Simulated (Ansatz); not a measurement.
# SiH4O (Si(OH)H3): levels of theory compared

Wanted: a comparison of 6 runs (B2PLYP/STO-3G, BHLYP/STO-3G, PBE/STO-3G, wB97M-V/STO-3G, UCCSD(T)/STO-3G, FCI/STO-3G) of SiH4O (Si(OH)H3). 

Program for the calculation: Ansatz 0.2.0.

57 further runs of the same task are left out: 2 that didn't finish, 55 set aside as unsound or not needed.

### 1 The system as given

SiH4O: 6 atoms, total charge 0, spin state singlet. As SMILES, `[H][Si]([H])([H])O`. The O2–Si1 distance was set to 2.438 Å, away from the relaxed value.

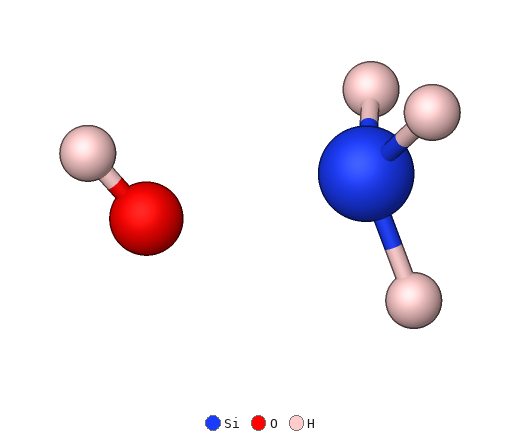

The structure, seen from a chosen angle (silicon blue, oxygen red, hydrogen pink).

### 2 A single-point energy at B2PLYP/STO-3G (run 1)

Contents of input.yaml:

```yaml
crystal:
  periodic: [false, false, false]
  atoms:
    - {symbol: Si, position_ang: [-0.060140, -0.126500, -1.220425]}
    - {symbol: O, position_ang: [-0.059540, -0.091910, 1.217130]}
    - {symbol: H, position_ang: [0.327320, 0.620940, 1.717260]}
    - {symbol: H, position_ang: [1.312950, -0.124300, -1.729365]}
    - {symbol: H, position_ang: [-0.760580, 1.046850, -1.745705]}
    - {symbol: H, position_ang: [-0.760800, -1.371200, -1.488945]}
basis:
  gaussian: {orbitals: STO-3G}
hamiltonian: {xc: {name: B2PLYP}}
correlation: {frozen_orbitals: {H: 0, O: 1, Si: 5}}
accuracy: high
```

The run is started by

```sh
$ ansatz run input.yaml --threads 1 --pin off --max-ram 2610MiB --events-out events.jsonl --progress --plain --runs-dir runs
```

The log of the run:

```text
Warning: RAYON_NUM_THREADS=1 ignored (pool sized by the plan → 1); use --threads N
Functional definition: B2PLYP
  name "B2PLYP"
  parameter a = 0.53
  parameter c = 0.27
  exchange = (1 - a)*b88_x + a*exact_x
  correlation = (1 - c)*lyp_c + c*(mp2_os + mp2_ss)
303 factors; integrals over basis functions are off by at most 3.8e-8 eV
mean field evaluation 1: about -9852.2660 eV, gradient 3.0e1 eV
mean field evaluation 2: about -9852.2492 eV, gradient 3.0e1 eV
mean field evaluation 4: about -9857.6666 eV, gradient 1.1e0 eV
mean field evaluation 8: about -9857.6686 eV, gradient 4.7e-2 eV
mean field evaluation 16: about -9857.6686 eV, gradient 2.6e-6 eV
mean field -9857.66857014 eV, -362.2626381849 hartree, gradient 2.9e-8 eV, S^2 0.000000; 0 other end points of the search recorded, 0 dependent functions left out; unrestricted orbitals would lower it
6 core orbitals not correlated: weight in the atoms' cores, before any rotation towards them, 1.000 or more for the frozen orbitals, at most 0.000 for the correlated occupied ones
reference -9857.66858820 eV, -362.2626388487 hartree; 7, 7 occupied and 5, 5 virtual orbitals, 303 factors
second order -4.06406312 eV of doubles, -0.00000000 eV of singles
Total energy: -9858.76588524 eV, -362.3029637712 hartree
```

Wall time 1.5 s (1 thread of Intel Xeon Platinum 8488C (Sapphire Rapids), shared host); peak memory 0.14 GiB.

### 3 The energy at BHLYP/STO-3G (run 2)

Contents of job.yaml:

```yaml
crystal:
  periodic: [false, false, false]
  atoms:
    - {symbol: Si, position_ang: [-0.060140, -0.126500, -1.220425]}
    - {symbol: O, position_ang: [-0.059540, -0.091910, 1.217130]}
    - {symbol: H, position_ang: [0.327320, 0.620940, 1.717260]}
    - {symbol: H, position_ang: [1.312950, -0.124300, -1.729365]}
    - {symbol: H, position_ang: [-0.760580, 1.046850, -1.745705]}
    - {symbol: H, position_ang: [-0.760800, -1.371200, -1.488945]}
basis:
  gaussian: {orbitals: STO-3G}
accuracy: high
hamiltonian: {xc: {name: BHLYP}}
```

The run is started by

```sh
$ ansatz run job.yaml --threads 1 --pin off --max-ram 2610MiB --events-out events.jsonl --progress --plain --runs-dir runs
```

The log of the run:

```text
Warning: RAYON_NUM_THREADS=1 ignored (pool sized by the plan → 1); use --threads N
Functional definition: BHLYP
  name "BHLYP"
  parameter a = 0.5
  exchange = (1 - a)*b88_x + a*exact_x
  correlation = lyp_c
303 factors; integrals over basis functions are off by at most 3.8e-8 eV
mean field evaluation 1: about -9859.1288 eV, gradient 3.1e1 eV
mean field evaluation 2: about -9851.4820 eV, gradient 5.0e1 eV
mean field evaluation 4: about -9864.5824 eV, gradient 7.3e-1 eV
mean field evaluation 8: about -9864.5601 eV, gradient 8.4e-3 eV
mean field evaluation 16: about -9864.5601 eV, gradient 1.2e-6 eV
mean field -9864.56013317 eV, -362.5158984551 hartree, gradient 3.7e-8 eV, S^2 0.000000; 0 other end points of the search recorded, 0 dependent functions left out
reference -9864.56015245 eV, -362.5158991634 hartree; 13, 13 occupied and 5, 5 virtual orbitals, 303 factors
Total energy: -9864.56015245 eV, -362.5158991634 hartree
```

Wall time 0.77 s (1 thread of Intel Xeon Platinum 8488C (Sapphire Rapids), shared host); peak memory 0.13 GiB.

Runs 3 to 4 aren't shown in full; the table further down has their settings and results.

### 4 The energy at UCCSD(T)/STO-3G (run 5)

Edit job.yaml of step 3 so:

```diff
@@ -10,4 +10,12 @@
 basis:
-  gaussian: {orbitals: STO-3G}
+  gaussian:
+    orbitals: STO-3G
+magnetization:
+  spin_polarized: true
+  initial_magnetization: 0
+correlation:
+  method: ccsd_t
+  frozen_orbitals: {H: 0, O: 1, Si: 5}
 accuracy: high
-hamiltonian: {xc: {name: BHLYP}}
+scf:
+  omitted_lower_state_checks: [cluster_reference, increment]
```

The run is started by

```sh
$ ansatz run job.yaml --threads 1 --pin off --max-ram 2610MiB --events-out events.jsonl --progress --plain --runs-dir runs
```

The log of the run, shortened:

```text
Warning: RAYON_NUM_THREADS=1 ignored (pool sized by the plan → 1); use --threads N
Functional definition: HF
  name "HF"
[...]
303 factors; integrals over basis functions are off by at most 3.8e-8 eV
[...]
mean field -9840.92250191 eV, -361.6472315283 hartree, gradient 2.0e-8 eV, S^2 0.801981; 11 other end points of the search recorded, 0 dependent functions left out
6 core orbitals not correlated: weight in the atoms' cores, before any rotation towards them, 1.000 or more for the frozen orbitals, at most 0.000 for the correlated occupied ones
reference -9840.92250191 eV, -361.6472315283 hartree; 7, 7 occupied and 5, 5 virtual orbitals, 303 factors
second order -1.47872297 eV of doubles, -0.00000000 eV of singles
cycle   1  -1.96830242 eV  change   -4.9e-1 eV  update   6.3e-2
[...]
cycle  39  -2.85677383 eV  change  -6.2e-10 eV  update  1.9e-10
perturbative correction -0.05008245 eV, -0.0018404962 hartree
Total energy: -9843.82935819 eV, -361.7540565265 hartree
Checks for a lower state left out: cluster_reference, increment
```

It took 0.52 s on 1 thread of Intel Xeon Platinum 8488C (Sapphire Rapids), shared host.

### 5 The energy at FCI/STO-3G (run 6)

Contents of input.yaml:

```yaml
crystal:
  periodic: [false, false, false]
  atoms:
    - symbol: Si
      position_ang: [-0.060140, -0.126500, -1.220425]
    - symbol: O
      position_ang: [-0.059540, -0.091910, 1.217130]
    - symbol: H
      position_ang: [0.327320, 0.620940, 1.717260]
    - symbol: H
      position_ang: [1.312950, -0.124300, -1.729365]
    - symbol: H
      position_ang: [-0.760580, 1.046850, -1.745705]
    - symbol: H
      position_ang: [-0.760800, -1.371200, -1.488945]
basis:
  gaussian:
    orbitals: STO-3G
correlation:
  method: fci
  frozen_orbitals: {H: 0, O: 1, Si: 5}
accuracy: high
```

The run is started by

```sh
$ ansatz run input.yaml --threads 1 --pin off --max-ram 2610MiB --events-out events.jsonl --progress --plain --runs-dir runs
```

The log of the run, shortened:

```text
Warning: RAYON_NUM_THREADS=1 ignored (pool sized by the plan → 1); use --threads N
Functional definition: HF
  name "HF"
[...]
303 factors; integrals over basis functions are off by at most 3.8e-8 eV
[...]
mean field -9839.39847992 eV, -361.5912247531 hartree, gradient 7.3e-9 eV, S^2 0.000000; 1 other end points of the search recorded, 0 dependent functions left out; unrestricted orbitals would lower it
unrestricted determinant -9840.92250191 eV, -361.6472315282 hartree, S^2 0.8020
6 core orbitals not correlated: weight in the atoms' cores, before any rotation towards them, 1.000 or more for the frozen orbitals, at most 0.000 for the correlated occupied ones
reference -9839.39847992 eV, -361.5912247531 hartree; 7, 7 occupied and 5, 5 virtual orbitals, 303 factors
state -9843.87523664 eV, -361.7557425281 hartree
Total energy: -9843.87523664 eV, -361.7557425281 hartree
```

Wall time 3.3 s (1 thread of Intel Xeon Platinum 8488C (Sapphire Rapids), shared host); peak memory 0.15 GiB.

### 6 Overview of the runs

```csv
run,level,frozen core orbitals,energy (Eh),wall time
1,B2PLYP/STO-3G,6,-362.302964,1.5 s
2,BHLYP/STO-3G,–,-362.515899,0.77 s
3,PBE/STO-3G,–,-362.318237,0.89 s
4,wB97M-V/STO-3G,–,-362.564880,9.6 s
5,UCCSD(T)/STO-3G,6,-361.754057,0.52 s
6,FCI/STO-3G,6,-361.755743,3.3 s
```

### 7 What came out

| quantity | value |
| --- | --- |
| run 6: total energy | -361.75574 Eh |
| run 6: correlation energy (6 core orbitals frozen) | -164.5 mEh |

What this shows: Against full CI in this basis: UCCSD(T) +1.7 mEh. Totals of different functionals can't be ranked against each other. In run 1 the log says that unrestricted orbitals would lower the reference, so the values rest on an unstable closed-shell determinant (other closed-shell runs at this shape may share the fault). In runs 1, 2, 3, 4, 5, 6 the basis is minimal, so the values are rough. Spin contamination of the reference: run 5 ⟨S²⟩ = 0.80. Where it is this large, the reference is a mixture of spin states, and values that rest on it are in doubt. All runs together took 17 s, the longest 9.6 s.
